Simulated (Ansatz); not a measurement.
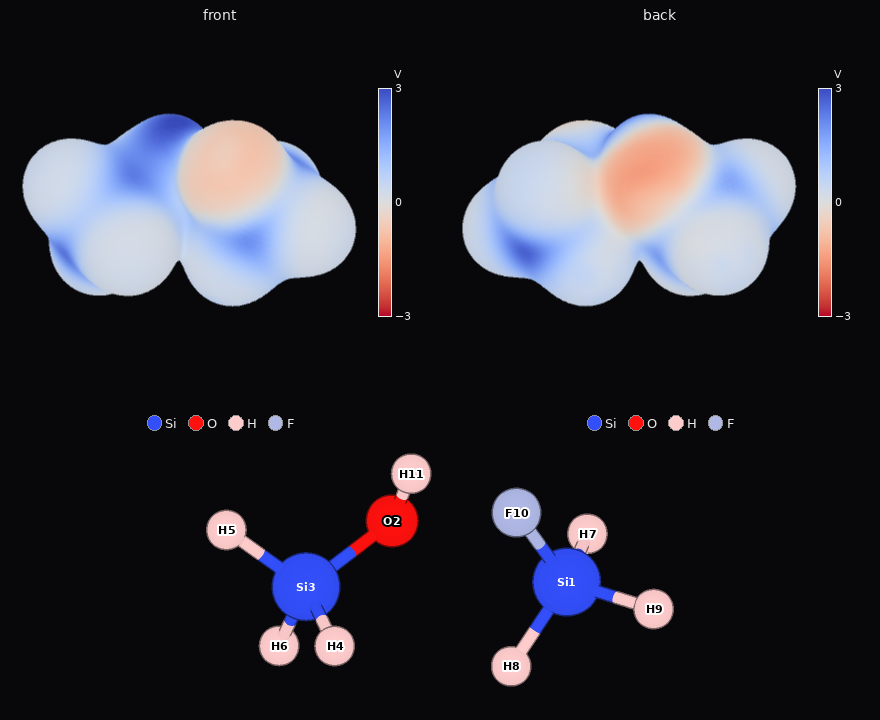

The picture shows: FH$_{3}$Si···H$_{4}$OSi. The molecular electrostatic potential painted on the density surface at 0.004 e/bohr³, seen from the front and from behind; the colour scale runs from red (negative) to blue (positive). The bare structure is drawn below in the same view.

Not at a stationary point (largest force 1.1 eV/Å).

The calculation used RKS PBE-D4/def2-SVP (Ansatz).

```xyz
11

Si    0.0603   -0.4438   -0.4702
O     0.2592    0.0277    2.3682
Si   -1.2018   -0.2668    3.1727
H    -2.1666   -1.0597    2.3277
H    -0.9773   -1.0179    4.4598
H    -1.7927    1.0806    3.4582
H     1.1641    0.5666   -0.3362
H    -1.2743    0.0991   -0.0515
H    -0.0567   -0.9040   -1.9021
F     0.4377   -1.7765    0.3784
H     0.7955   -0.7901    2.2179
```

Describe the electrostatic potential map.

Answer. The most negative region (about −1.4 V) lies over O2, the most positive (about +2.9 V) over H11. O2 is the likeliest acceptor of a hydrogen bond.
